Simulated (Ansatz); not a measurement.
Start from PbF2 in the fluorite structure (space group Fm-3m, No. 225; a = 5.899 Å). Axes: x, y, z lie along the cube axes.

The change: uniaxial strain ε_zz = −3.00 %, all other strain components held at zero, atoms relaxed at fixed cell.

Computed with PBEsol/PAW in Ansatz (a program for electronic structure), no spin-orbit coupling.

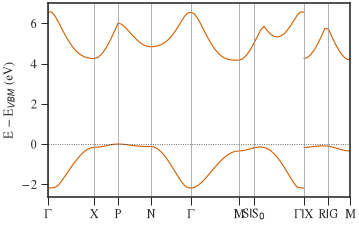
Fig. 1. Highest valence and lowest conduction band along the path of the changed cell's own zone

The gap is 4.17 eV, indirect, P → M; the base has 4.31 eV.

Spin-orbit coupling, missing from the scalar runs, can matter with Pb. Stability against distortions was not tested. k-point labels follow each cell's own Brillouin zone.
